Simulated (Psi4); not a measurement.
**C2H4B (SMILES B[C]=C) at UCCSD(T)/6-31G(d) (density fitting with cc-pvdz-jkfit, spherical functions, sweep point 2)**

What is the vertical doublet–quartet gap of C2H4B at UCCSD(T)/6-31G* (density fitting with cc-pvdz-jkfit, spherical functions, sweep point 2)? 

The calculation is run with Psi4 1.11.

## 1. The structure to begin with

C2H4B: 7 atoms, total charge 0, spin state doublet. SMILES: `B[C]=C`. The coordinates come from a GFN2-xTB relaxation. This is one conformer, not always the lowest.

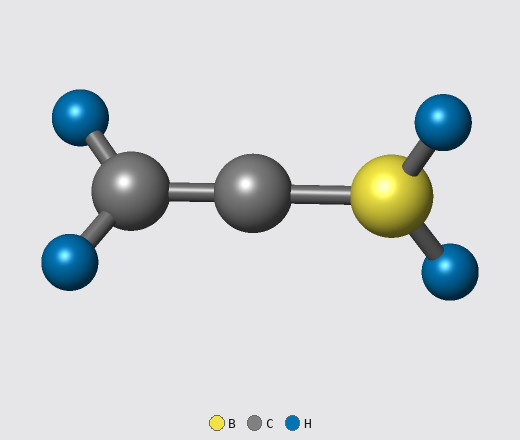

The structure, seen from a chosen angle (boron yellow, carbon grey, hydrogen blue).

## 2. A single-point energy at UCCSD(T)/6-31G(d) (density fitting with cc-pvdz-jkfit, spherical functions, sweep point 2)

File input.dat:

```
memory 1600 MB

molecule geom {
  0 2
  B     -1.075830     0.425360    -0.773780
  C      0.057000    -0.020470     0.039540
  C      1.051750    -0.415380     0.756660
  H     -2.062370    -0.207830    -0.792290
  H     -0.989160     1.411380    -1.402080
  H      1.668510    -1.268180     0.495290
  H      1.350100     0.075110     1.676660
  symmetry c1
}

set basis 6-31G*
set reference uhf
set puream true
set scf_type df
set num_frozen_docc 3
set df_basis_scf cc-pvdz-jkfit
set maxiter 150

energy('ccsd(t)')
print_variables()
```

Launch:

```console
$ psi4 -n 1 input.dat output.dat
```

output.dat:

```text
[...]
  Running in c1 symmetry.
[...]
  Nuclear repulsion =   51.996406147714772
[...]
  Multiplicity = 2
[...]
  Nalpha       = 11
  Nbeta        = 10
[...]
    Number of basis functions: 50
[...]
   @DF-UHF iter   1:  -102.59699404978154   -9.84898e-01   4.64129e-03 DIIS/ADIIS
[...]
   @DF-UHF iter  19:  -102.66054833220188   -1.25056e-12   3.86443e-09 DIIS
[...]
   @S^2 Observed:                8.662669007E-01
[...]
    Orbital Energies [Eh]
    ---------------------
    Alpha Occupied:
       1A    -11.254960     2A    -11.229255     3A     -7.588890
       4A     -1.060030     5A     -0.828307     6A     -0.679976
       7A     -0.621185     8A     -0.556567     9A     -0.526118
      10A     -0.394726    11A     -0.365297
    Alpha Virtual:
      12A      0.128262    13A      0.185225    14A      0.272820
      15A      0.317491    16A      0.348189    17A      0.349559
      18A      0.437493    19A      0.480203    20A      0.580215
      21A      0.592534    22A      0.633704    23A      0.643379
      24A      0.818667    25A      0.840272    26A      0.893522
[...]
  @DF-UHF Final Energy:  -102.66054833220188
   => Energetics <=
    Nuclear Repulsion Energy =             51.9964061477147723
    One-Electron Energy =                -239.6448001523469316
    Two-Electron Energy =                  84.9878456724302822
    Total Energy =                       -102.6605483322018841
  UHF NO Occupations:
  HONO-2 :    9  A 1.9972144
  HONO-1 :   10  A 1.9459500
[...]
 Multipole Moments:
 ------------------------------------------------------------------------------------
     Multipole            Electronic (a.u.)      Nuclear  (a.u.)        Total (a.u.)
 ------------------------------------------------------------------------------------
 L = 1.  Multiply by 2.5417464519 to convert [e a0] to [Debye]
 Dipole X            :         -0.5511421            0.8928541            0.3417119
 Dipole Y            :          0.2224065           -0.3573804           -0.1349739
 Dipole Z            :         -0.3981122            0.6443451            0.2462329
 Magnitude           :                                                    0.4422846
[...]
      * MP2 total energy                      = -102.950741985519315
[...]
      * CCSD total energy                     = -102.994534814888226
[...]
      * CCSD(T) total energy                     = -103.006023052591189
[...]
```

Run time: 10 s. Hardware: 1 thread of Intel Xeon Platinum 8488C (Sapphire Rapids), shared host; peak memory 0.23 GiB.

## 3. The quartet, same level

File job.inp:

```
memory 1.6 GB

molecule m {
  0 4
  B     -1.075830     0.425360    -0.773780
  C      0.057000    -0.020470     0.039540
  C      1.051750    -0.415380     0.756660
  H     -2.062370    -0.207830    -0.792290
  H     -0.989160     1.411380    -1.402080
  H      1.668510    -1.268180     0.495290
  H      1.350100     0.075110     1.676660
  symmetry c1
}

set reference uhf
set puream true
set scf_type df
set num_frozen_docc 3
set df_basis_scf cc-pvdz-jkfit
set maxiter 150

E = energy('ccsd(t)/6-31G*')
```

Launch:

```console
$ psi4 job.inp job.out -n 1
```

job.out:

```text
[...]
  Running in c1 symmetry.
[...]
  Nuclear repulsion =   51.996406147714772
[...]
  Multiplicity = 4
[...]
  Nalpha       = 12
  Nbeta        = 9
[...]
    Number of basis functions: 50
[...]
   @DF-UHF iter   1:  -102.40044415207042   -7.88349e-01   5.31272e-03 DIIS/ADIIS
[...]
   @DF-UHF iter  16:  -102.52528999763121   -5.21538e-12   5.46058e-09 DIIS
[...]
   @S^2 Observed:                3.771558888E+00
[...]
    Orbital Energies [Eh]
    ---------------------
    Alpha Occupied:
       1A    -11.244009     2A    -11.238531     3A     -7.578727
       4A     -1.122909     5A     -0.856393     6A     -0.693576
       7A     -0.644343     8A     -0.583200     9A     -0.557416
      10A     -0.479723    11A     -0.378986    12A     -0.237871
    Alpha Virtual:
      13A      0.145539    14A      0.253221    15A      0.323191
      16A      0.337279    17A      0.350043    18A      0.425434
      19A      0.463538    20A      0.570166    21A      0.589078
      22A      0.639914    23A      0.642546    24A      0.743290
      25A      0.813442    26A      0.854881    27A      0.929863
[...]
  @DF-UHF Final Energy:  -102.52528999763121
   => Energetics <=
    Nuclear Repulsion Energy =             51.9964061477147723
    One-Electron Energy =                -239.4589792688881857
    Two-Electron Energy =                  84.9372831235422154
    Total Energy =                       -102.5252899976312051
  UHF NO Occupations:
  HONO-2 :   10  A 1.0000000
  HONO-1 :   11  A 1.0000000
[...]
 Multipole Moments:
 ------------------------------------------------------------------------------------
     Multipole            Electronic (a.u.)      Nuclear  (a.u.)        Total (a.u.)
 ------------------------------------------------------------------------------------
 L = 1.  Multiply by 2.5417464519 to convert [e a0] to [Debye]
 Dipole X            :         -0.3854270            0.8928541            0.5074271
 Dipole Y            :          0.1571076           -0.3573804           -0.2002728
 Dipole Z            :         -0.2790891            0.6443451            0.3652560
 Magnitude           :                                                    0.6565084
[...]
      * MP2 total energy                      = -102.778476860624437
[...]
      * CCSD total energy                     = -102.823170086946064
[...]
      * CCSD(T) total energy                     = -102.830806161401640
[...]
```

It took 11 s on 1 thread of Intel Xeon Platinum 8488C (Sapphire Rapids), shared host; peak memory 0.24 GiB.

## 4. Outcome

Level: UCCSD(T)/6-31G* (density fitting with cc-pvdz-jkfit, spherical functions, sweep point 2), 3 core orbitals frozen.

| quantity | value |
| --- | --- |
| doublet: total energy | -103.00602 Eh |
| doublet: HOMO energy (Hartree–Fock orbitals) (highest over α and β) | -9.94 eV |
| doublet: LUMO energy (Hartree–Fock orbitals) (lowest over α and β) | 1.34 eV |
| doublet: correlation energy (3 core orbitals frozen) | -345.4 mEh |
| doublet: (T) correction | -11.49 mEh |
| doublet: ⟨S²⟩ of the reference determinant | 0.866 |
| doublet: T1 diagnostic | 0.048 |
| quartet: total energy | -102.83081 Eh |
| quartet: HOMO energy (Hartree–Fock orbitals) (highest over α and β) | -6.47 eV |
| quartet: LUMO energy (Hartree–Fock orbitals) (lowest over α and β) | 0.98 eV |
| quartet: correlation energy (3 core orbitals frozen) | -305.5 mEh |
| quartet: (T) correction | -7.64 mEh |
| quartet: ⟨S²⟩ of the reference determinant | 3.772 |
| quartet: T1 diagnostic | 0.036 |
| vertical energy of the quartet above the doublet | 4.768 eV |

In words: At this shape the quartet lies 4.77 eV (460 kJ/mol) above the doublet. ⟨S²⟩ (doublet) is 0.87 where a pure doublet has 0.75: the reference is spin-contaminated. The T1 diagnostic (doublet) of 0.048 is above the customary mark for such species, so a single reference may not serve. The triples (doublet) make up 3.3 % of the correlation energy. The triples (quartet) make up 2.5 % of the correlation energy.
